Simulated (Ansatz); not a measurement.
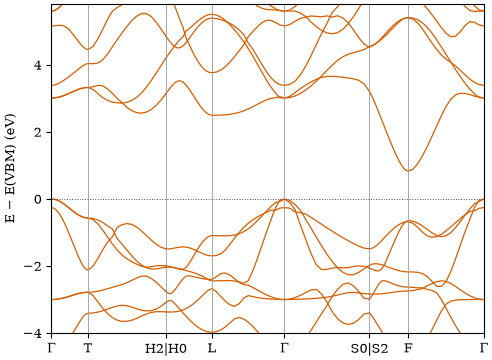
Fig. 1. Band structure from r²SCAN in the plane-wave PAW code Ansatz

Q: Read off the gap and where the band edges lie.

A: About 0.8 eV (0.83 eV by a search for the band edges); maximum at Γ, minimum at F.

The material is CaZrN2 in space group R-3m (No. 166; Ca on 3a, Zr on 3b, N on 6c).

The first step of the workflow began from a Materials Project structure, measured or hypothetical; the Crystallography Open Database copy checked does not list it. Whether it is the stable phase at ambient conditions was not checked. Symmetry was held in the r²SCAN relaxation; its stability against distortions is not shown here. The run is not spin-polarised. Spin–orbit coupling is left out wherever it is not named.

Potentials: the later of the program's two PAW sets.
